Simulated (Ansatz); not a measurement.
# Pressure series in Nb2C

Start from Nb2C (space group Pnma, No. 62; a = 10.8680 Å, b = 3.0737 Å, c = 4.9473 Å; a cell from a computed database, its experimental status unchecked).

Cell and atoms are relaxed at each pressure.

Calculations: Ansatz (an electronic-structure program), PBEsol, PAW, cutoff 420 eV, no spin-orbit coupling.

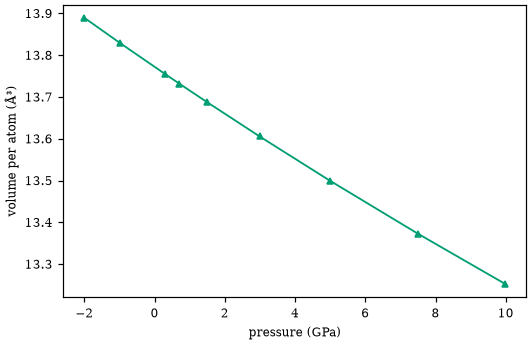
Fig. 1. Volume against pressure

Problem. Estimate the zero-pressure bulk modulus from the plot.

Solution. About 240 GPa; a third-order Birch–Murnaghan fit to the points gives V₀ = 13.77 Å³/atom, B₀ = 240 GPa and B₀′ = 4.1.

Load acts through the strain it causes; cell and atoms are relaxed under it. Whether these cells are dynamically stable was not tested. Competing high-pressure phases were not computed. The final runs are not spin-polarised.
